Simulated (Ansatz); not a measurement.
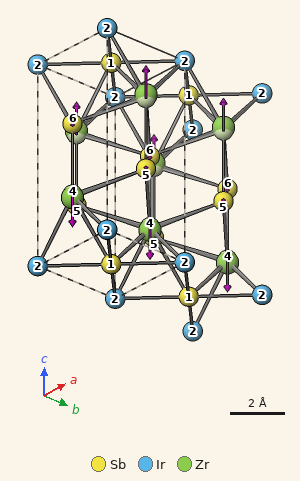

A relaxation of crystalline Zr2Sb3Ir (a generated structure, set up in P-4m2). The starting structure is drawn faded, the final one solid; purple arrows show the displacements, 10 times their true length.

Style: ball-and-stick. Shown: the cell of the calculation, repeated 1 × 2 × 1 with one cell outlined, from a free direction.

The start is a swapped structure.

Level of theory: DFT, PAW plane waves, PBEsol (Ansatz 0.2.0). Set-up: plane-wave cutoff 420 eV; k-point mesh 9 × 9 × 4; occupations fermi dirac; smearing width 0.0912 eV; no spin polarisation; atoms relaxed in a fixed cell; at most 40 steps.

**Atoms of which element are displaced furthest, and by how much?**

Zirconium: up to 0.14 Å, against 0.02 Å for antimony.

**Describe the change and its energy.**

After 3 accepted moves (4 points after the start) the energy has fallen by 29.5 meV per atom. The largest force component goes from 1.2 to 0.0036 eV/Å. 1 step only repeated the SCF at the same geometry. The largest moves, 0.14 Å, are those of Zr atoms. Largest moves by element: Zr 0.14 Å, Sb 0.02 Å. Ir stays in place. The lattice vectors keep their values. Some distances before and after: Sb–Zr 3.023 → 3.149 Å, Sb–Zr 3.010 → 2.904 Å, Ir–Zr 3.010 → 2.904 Å, Sb–Zr 2.945 → 3.002 Å. Bond angles that change, for instance: Zr–Sb–Zr 140.4° → 134.8°, Zr–Sb–Zr 109.8° → 112.6°. The space group stays P-4m2 (No. 115).
